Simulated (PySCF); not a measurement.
```yaml
atoms:
  - { symbol: C, position_ang: [0.1602, 2.1877, 0.3748] }
  - { symbol: C, position_ang: [-0.3022, 0.9495, 0.4766] }
  - { symbol: C, position_ang: [-1.7295, 0.5875, 0.1423] }
  - { symbol: Si, position_ang: [-1.7781, -1.2815, -0.2464] }
  - { symbol: O, position_ang: [-0.3194, -1.7228, 0.3607] }
  - { symbol: Si, position_ang: [0.7130, -0.5839, 0.9292] }
  - { symbol: C, position_ang: [2.3919, -0.7542, 0.0761] }
  - { symbol: Cl, position_ang: [0.8826, -0.8610, 2.9189] }
  - { symbol: H, position_ang: [1.1807, 2.4340, 0.6151] }
  - { symbol: H, position_ang: [-0.4651, 3.0094, 0.0586] }
  - { symbol: H, position_ang: [-2.1114, 1.2283, -0.6525] }
  - { symbol: H, position_ang: [-2.3455, 0.7908, 1.0226] }
  - { symbol: H, position_ang: [-1.7285, -1.5832, -1.6728] }
  - { symbol: H, position_ang: [-2.7725, -2.0196, 0.5198] }
  - { symbol: H, position_ang: [2.3080, -0.6240, -0.9977] }
  - { symbol: H, position_ang: [3.0867, -0.0114, 0.4521] }
  - { symbol: H, position_ang: [2.8219, -1.7335, 0.2622] }
```

Geometry: GFN2-xTB.

Method: PySCF 2.14.0, PBE0/pcSseg-1, SCF density, gas phase, non-relativistic.

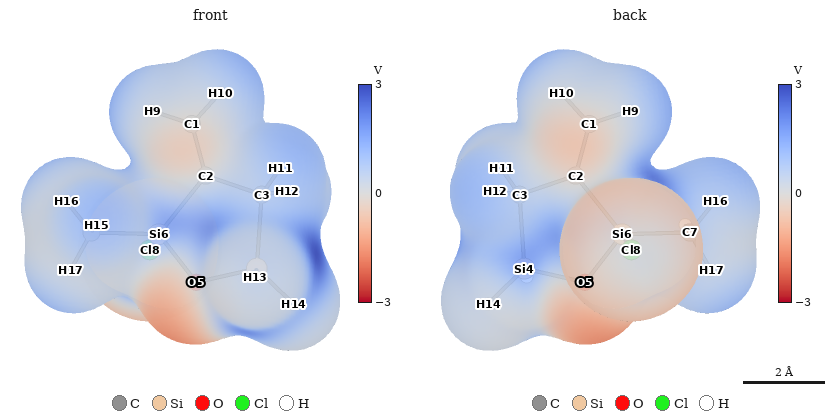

C4H9ClOSi2. The electrostatic potential painted on the density surface at 0.004 e/bohr³, seen from the front and from behind; red is negative and blue positive.

Where is the surface potential most negative and most positive?

Answer. The most negative region (about −1.5 V) lies over O5, the most positive (about +2.6 V) over Si4. O5 is the likeliest acceptor of a hydrogen bond.
